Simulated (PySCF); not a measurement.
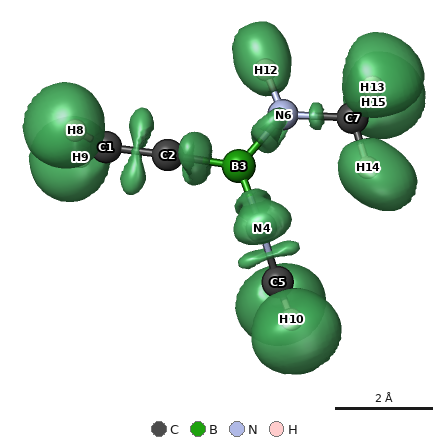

Figure. C$_{4}$H$_{8}$BN$_{2}$ (doublet). Isosurface of the electron localisation function at 0.85 (green), seen at a tilt. Only the valence region is drawn (cores and ρ < 0.01 e/Å³ removed).

Geometry: GFN2-xTB.

Level of theory: UKS B3LYP, pcH-1 on B C H N, non-relativistic, mean-field spin-orbit, GIAO in PySCF 2.14.0, density-fitted response routines.

```csv
atom,x (Å),y (Å),z (Å)
C,-1.2923,-2.7409,-0.4406
C,-0.7879,-1.5883,-0.1596
B,-0.1591,-0.2669,0.0894
N,1.1358,-0.2352,0.6743
C,2.3444,-0.2114,0.4077
N,-0.8857,0.9324,-0.1220
C,-0.4194,2.2787,0.0737
H,-1.8900,-3.3161,0.2624
H,-1.1647,-3.2325,-1.4031
H,3.0819,-0.2300,1.2109
H,2.7597,-0.1708,-0.6089
H,-1.8556,0.8771,-0.3881
H,-0.9913,2.7899,0.8566
H,0.6267,2.2555,0.3730
H,-0.5070,2.8664,-0.8476
```

Question: Describe the localisation domains.

Answer: The ELF exceeds this value in one region between bonded B–C atoms (shared pairs), one region between bonded B–N atoms (shared pairs), one region between bonded C–C atoms (shared pairs), two regions between bonded C–N atoms (shared pairs), eight regions around hydrogen nuclei and one region on N in which the atom's valence shell and bonds are merged. Along the contacts the grid gives the following. C–N (1.24 Å): the ELF peaks at about 0.90 between the atoms: a short, multiple covalent bond. C–C (1.29 Å): the ELF peaks at about 0.90 between the atoms: a multiple bond.
